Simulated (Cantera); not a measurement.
Feed: 1 mol Fe3O4, 3.3 mol CH4, 0.022 mol CO, equilibrated at 3.10 bar.

Cantera equilibrium calculation (NASA polynomials, part measured and part estimated; ideal gas, pure solids and liquids). Candidate condensed phases: C, C6H6, C7H8, C8H18, Fe, Fe(CO)5, FeO, Fe(OH)2, Fe(OH)3, Fe2O3, Fe3O4, H2O; 114 gas species. Rates play no part.

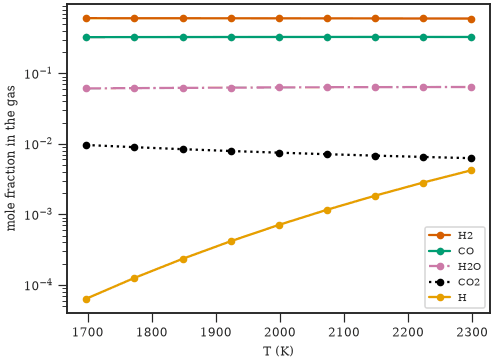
Fig. 1. Equilibrium gas composition (values under 1e-9 drawn at 1e-9)

**Question.** Read off the mole fractions at 2298 K.

**Answer.** H2 about 0.60, CO about 0.33, H2O about 0.064, CO2 about 0.0063, H about 0.0042.
